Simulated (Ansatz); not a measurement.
# Static equation of state of amorphous carbon (123 atoms)

Density of this cell: 2.00 g/cm³. The cell holds 123 atoms: 123 C. Cell: a = 10.735 Å, b = 10.485 Å, c = 10.926 Å, α = 89.0°, β = 91.3°, γ = 89.0°. The starting structure: 123 atoms (123 C) placed at random at 1.8 g/cm³, melted at 6000 K for 10 ps at fixed volume with the LCBOP (Los and Fasolino, Phys. Rev. B 68, 024107 (2003)). Quenched from 5000 K to 300 K at 500 K/ps and fixed volume, held 5 ps, then minimised at fixed cell.

Calculated with Ansatz 0.2.0: Kohn-Sham DFT, PBE, PAW (set soft_2), plane waves; cutoff 420 eV, Γ point, fermi-dirac smearing of 0.025 eV. Cell and atoms were relaxed first, to V0 = 9.9931 Å³ an atom at a residual P0 = 0.009 GPa. The cell was then scaled evenly, and the atoms were relaxed at each volume.

| volume (Å³/atom) | pressure (GPa) |
| --- | --- |
| 8.9938 | 13.47 |
| 9.3935 | ? |
| 9.6933 | 4.585 |
| 10.293 | -4.245 |
| 10.593 | -8.079 |

Task: Fit the third-order Birch–Murnaghan equation to the rows given and interpolate to the withheld row.

Worked fit:

Take the Eulerian strain f = ½[(V0/V)^(2/3) − 1] and the normalised pressure F = (P − P0) / [3f(1 + 2f)^(5/2)]. The third-order Birch–Murnaghan equation is then the line F = B0 + (3/2)B0(B′ − 4) f, so u = f and v = F.

```
      u = f  v = F (GPa)
  0.0363828      103.432
  0.0102567      141.379
-0.00975636      152.679
 -0.0190507      155.935
```

With n = 4: mean u = 0.00445812, mean v = 138.356, Σ(u − ū)² = 0.0018075, Σ(u − ū)(v − v̄) = -1.7143. Slope b = -1.7143 / 0.0018075 = -948.40; intercept a = v̄ − b ū = 142.58.

So B0 = a = 143 GPa and B′ = 4 + 2b/(3a) = -0.434. At the withheld volume f = 0.02106, F = a + b f = 122.6 GPa, and P = P0 + 3f(1 + 2f)^(5/2) F.

Prediction at 9.3935: 8.596 GPa. The run gave 9.386 GPa, so the fit is low by 0.79 GPa (8.4 % of the value).

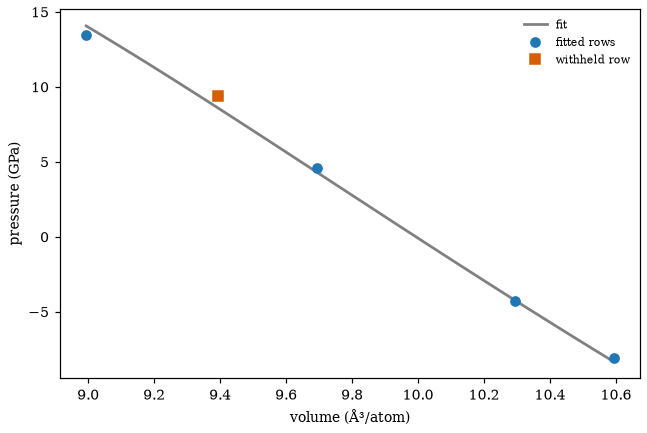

The fit, the rows that it rests on and the withheld row.

The series isn't one smooth equation of state: even a line fitted to all rows, the withheld one included, misses F by up to 8.7 %, the count of bonds changes along the series and an atom moves over 0.5 Å in some relaxation. B0 and B′ are then only the numbers of this fit, not moduli of the material. Among the rows given, the largest miss of the fit is at 8.9938, by 0.60 GPa (2.8 % of the range of the table).

Limits: Static cells at zero temperature; the cell shape is held. The program notes that the SCF threshold of these relaxations is loose for the stress. The quench rate of 500 K/ps is many orders above laboratory rates, so the cell is likely richer in defects and strain than a real sample. The network of bonds at the start is that of the classical potential that made the cell, and needn't be the one that DFT or experiment would give. Only the Γ point is sampled, in a cell whose shortest periodic width is 10 Å.

[Logs are printed without paths, hosts, clocks, repeated set-up lines and the standing remarks that a program may print on its own settings, such as how far it seeks lower states.]

[Hosts, paths, dates, database ids (printed as entryN), source tags and the programs' standing remarks are cut or masked in the printed files.]
